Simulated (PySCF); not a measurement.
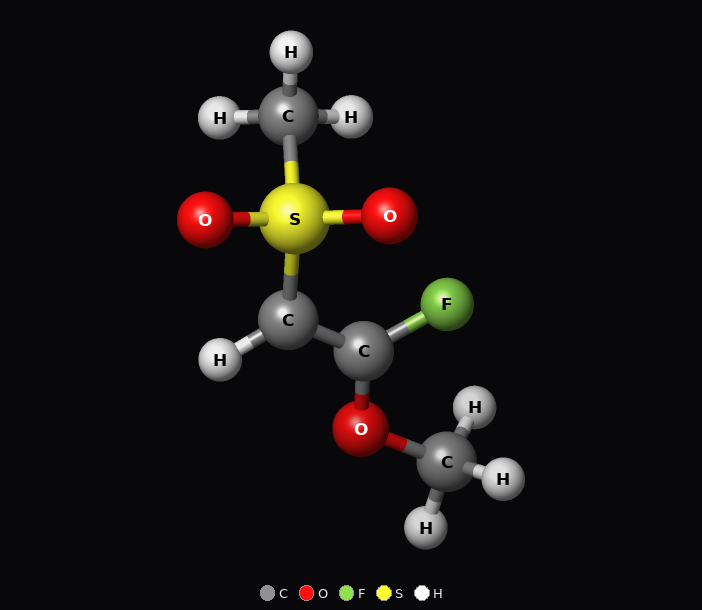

Rendered structure (ball-and-stick style). Every bond is drawn as one stick, whatever its order.

Count the atoms of each element.

C4H7FO3S, 16 atoms: 4 carbon, 7 hydrogen, 1 fluorine, 3 oxygen and 1 sulfur.

Describe its rings.

It has no ring.

The parts below concern this one geometry. Atoms keep their numbers from picture to picture. Computed geometry: PBE0-D3(BJ)/def2-SVP optimisation. No frequency run is at hand to confirm it as a minimum.

Shape

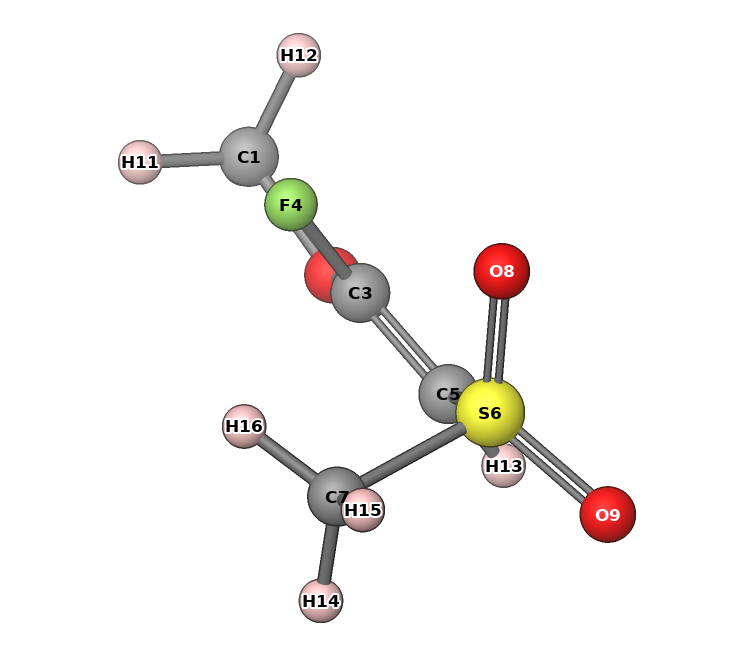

C5 lies behind S6. The molecule seen a little off the S6–C5 bond, S6 in front. Depth is shown by fading: the farther an atom, the more it takes the colour of the background. No frequency run is at hand to confirm it as a minimum.

What is the torsion angle O8–S6–C5–C3? The sign is positive where the front bond must turn clockwise to cover the back bond.

−37°, synclinal (gauche).

Excitation

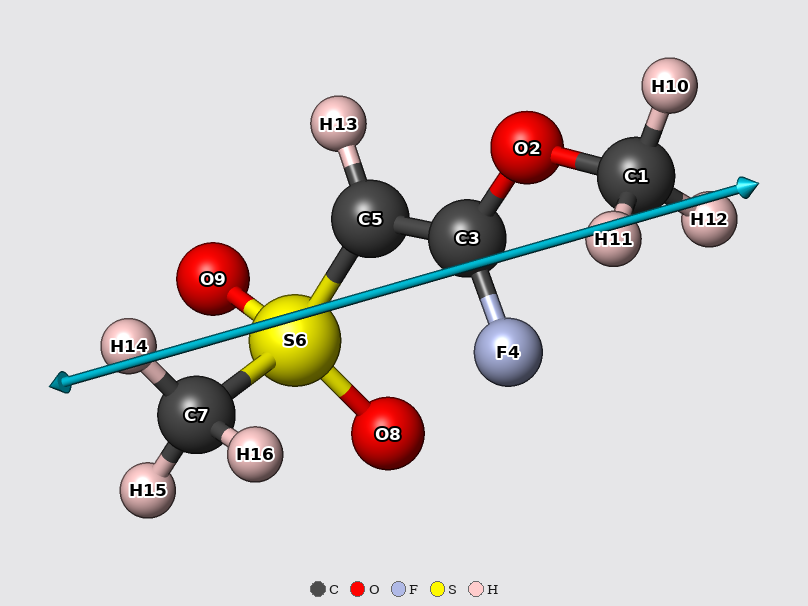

The double arrow shows the direction of the transition dipole to excited singlet state 1 (its length means nothing). No frequency run is at hand to confirm it as a minimum. Properties computed with TDDFT CAM-B3LYP/def2-SVPD, vertical, gas phase, core orbitals frozen in the response (PySCF 2.14.0).

How is the transition polarised?

Close to the long direction C1···O9.

Where does the transition lie, and how strong is it?

6.54 eV (189 nm), oscillator strength 0.44, mainly HOMO → LUMO (weight 0.91); transition dipole 4.23 D.

Quadrupole coupling

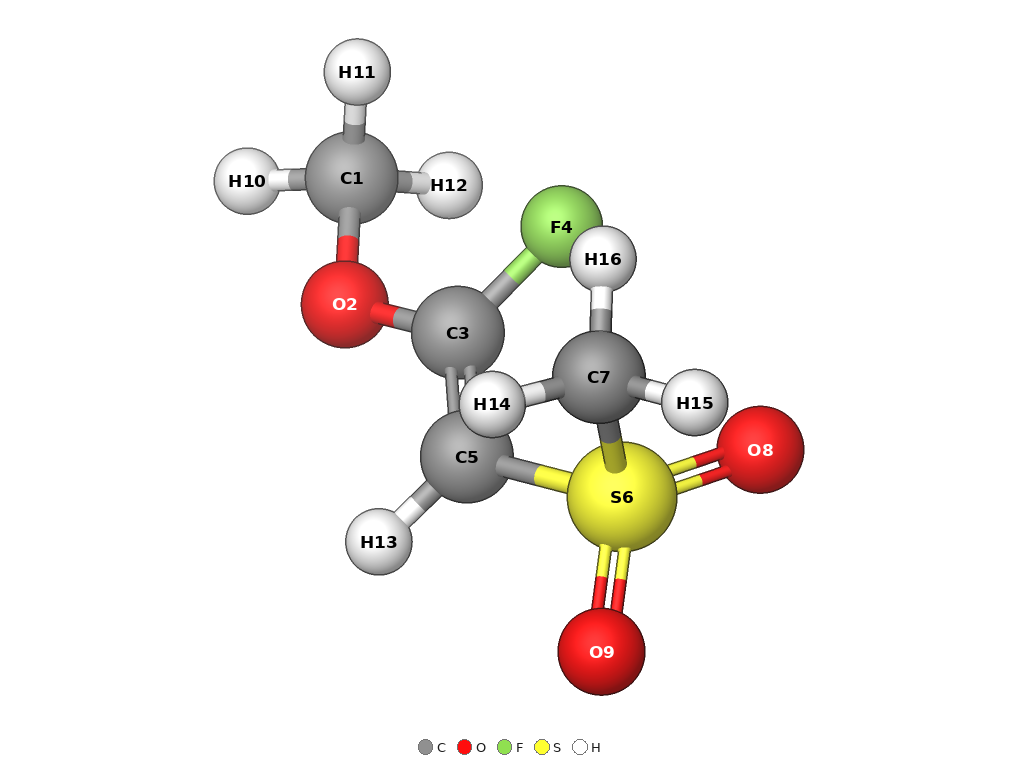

No frequency run is at hand to confirm it as a minimum. Electric field gradients from the ground-state density, PBE0/pcSseg-1 in dimethylsulfoxide (IEF-PCM) (PySCF 2.14.0), non-relativistic apart from any core potentials.

Give the largest field-gradient component, the quadrupole coupling constant and the asymmetry for 17O at O2 (Q = −25.6 mb), 33S at S6 (Q = −67.81 mb), 17O at O8 (Q = −25.6 mb), 17O at O9 (Q = −25.6 mb), 2H at H10 (Q = 2.86 mb), 2H at H11 (Q = 2.86 mb).

```json
{"atom": "O2", "V_zz (a.u.)": "1.876", "e²qQ/h (MHz)": "−11.29", "η": "0.50"}
{"atom": "S6", "V_zz (a.u.)": "0.203", "e²qQ/h (MHz)": "−3.23", "η": "0.57"}
{"atom": "O8", "V_zz (a.u.)": "1.458", "e²qQ/h (MHz)": "−8.77", "η": "0.19"}
{"atom": "O9", "V_zz (a.u.)": "1.483", "e²qQ/h (MHz)": "−8.92", "η": "0.15"}
{"atom": "H10", "V_zz (a.u.)": "0.286", "e²qQ/h (MHz)": "0.192", "η": "0.09"}
{"atom": "H11", "V_zz (a.u.)": "0.277", "e²qQ/h (MHz)": "0.186", "η": "0.11"}
```

NMR shielding

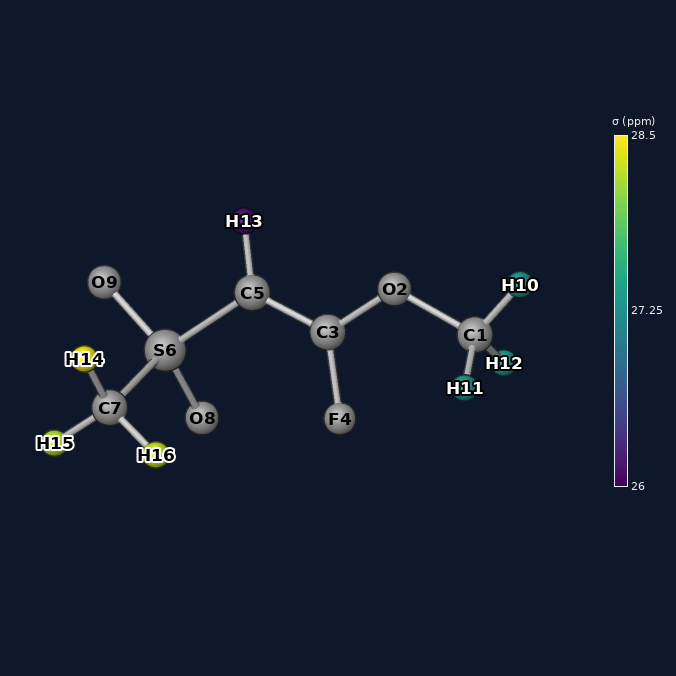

Atoms are coloured by their isotropic NMR shieldings (H only, the others grey). No frequency run is at hand to confirm it as a minimum. Level of theory: GIAO PBE0/pcSseg-1 NMR shielding, non-relativistic, IEF-PCM tetrahydrofuran (PySCF 2.14.0).

Give the isotropic NMR shieldings of the H atoms atom by atom.

| atom | σ (ppm) |
| --- | --- |
| H10 | 27.27 |
| H11 | 27.26 |
| H12 | 27.34 |
| H13 | 26.14 |
| H14 | 28.40 |
| H15 | 28.20 |
| H16 | 28.27 |
